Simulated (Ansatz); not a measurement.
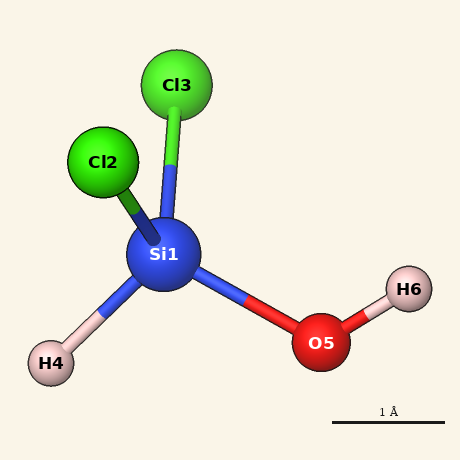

The atoms are numbered. Computed geometry: PBE0-D4/def2-TZVP optimisation.

### Describe the coordination of atom 1.

Si1 has 4 neighbours (Cl2 at 2.04, Cl3 at 2.04, H4 at 1.47, O5 at 1.62 Å); the arrangement is tetrahedral.

### Describe the coordination of atom 5.

O5 has 2 neighbours (Si1 at 1.62, H6 at 0.96 Å); the arrangement is bent.
